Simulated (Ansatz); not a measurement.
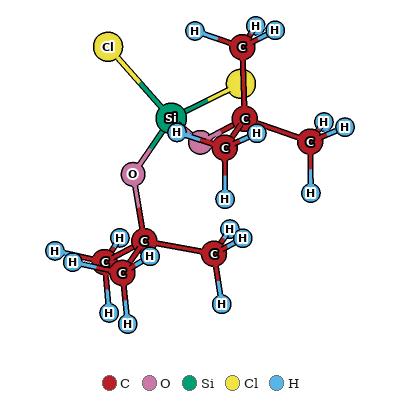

Geometry used (C₈H₁₈Cl₂O₂Si, SMILES CC(C)(C)O[Si](Cl)(Cl)OC(C)(C)C).

Hartree-Fock orbital energies near the frontier, HF/def2-TZVPP, the Ansatz code, at a PBE0-D4/def2-TZVP geometry (no frequency check), isolated molecule; empty levels in grey, levels within 0.03 eV side by side.

Where do the frontier orbitals lie?

Answer. HOMO at −11.93 eV, LUMO at 3.39 eV, 15.31 eV apart.

Is the HOMO or the LUMO degenerate, or nearly so?

Answer. The HOMO is one of 2 levels within 0.03 eV and the LUMO stands alone.

List the levels.

Answer.
```
orbital  energy (eV)
 LUMO+5         5.03
 LUMO+4         4.95
 LUMO+3         4.68
 LUMO+2         4.66
 LUMO+1         3.95
   LUMO         3.39
   HOMO       −11.93
 HOMO−1       −11.95
 HOMO−2       −12.15
 HOMO−3       −12.48
 HOMO−4       −12.60
 HOMO−5       −12.83
 HOMO−6       −13.13
```

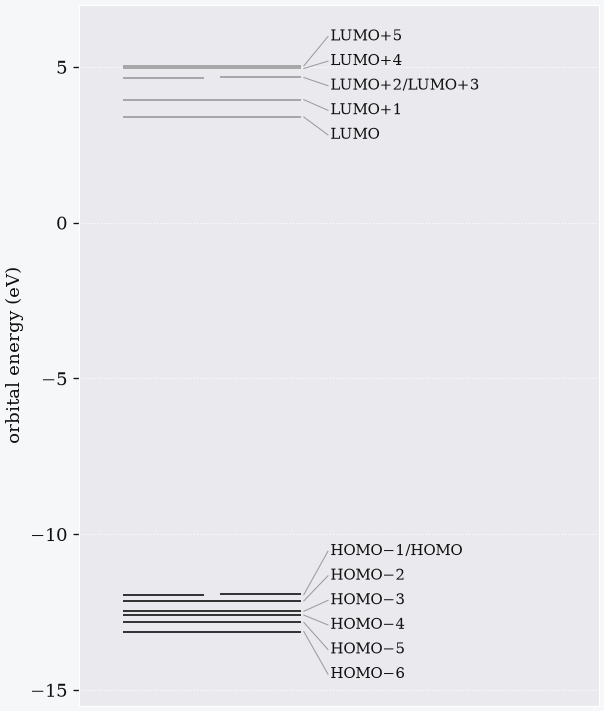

Note: one conformer of a flexible molecule; empty levels above zero depend strongly on the basis.
